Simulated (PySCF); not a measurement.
C₄H₁₃BGe, SMILES CB(C)C[CH2][GeH3], singlet at its GFN2-xTB optimised geometry (Å):

```
19

Ge    -2.6886    -0.6791     0.0000
C     -0.7171    -0.6791     0.0000
C     -0.1510     0.0573    -1.2284
B      1.4308     0.0018    -1.1680
C      2.1935    -1.3197    -1.5633
C      2.2330     1.2621    -0.6654
H     -3.2782    -1.3829     1.1846
H     -3.2337     0.7148     0.0000
H     -3.2295    -1.3466    -1.2256
H     -0.3534    -0.2049     0.9137
H     -0.3535    -1.7079     0.0152
H     -0.5421    -0.4326    -2.1251
H     -0.5426     1.0783    -1.2266
H      2.9437    -1.1163    -2.3270
H      2.7460    -1.7130    -0.7098
H      1.5517    -2.1150    -1.9354
H      3.2782     1.0674    -0.4369
H      1.7737     1.7130     0.2131
H      2.2112     2.0333    -1.4364
```

Method: PBE0/def2-SVP run with PySCF. Cells within 0.4 Å of a nucleus heavier than hydrogen are left out (blank, or x).

Map of the deformation density (molecule minus spherical neutral atoms) (e/bohr³) on the plane z = 0.0 Å:

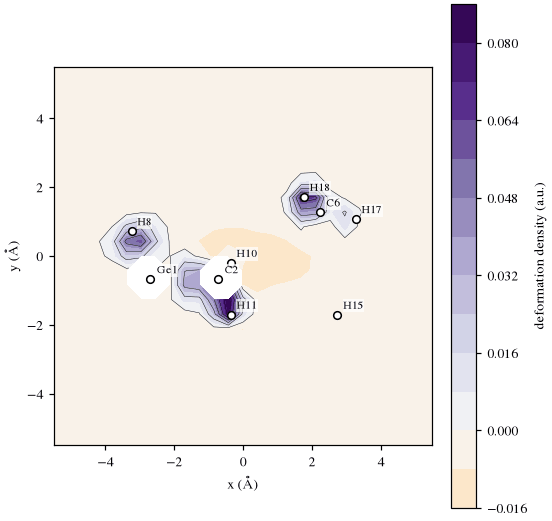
*Deformation density (molecule minus spherical neutral atoms) (e/bohr³) on the plane z = 0.0 Å.*
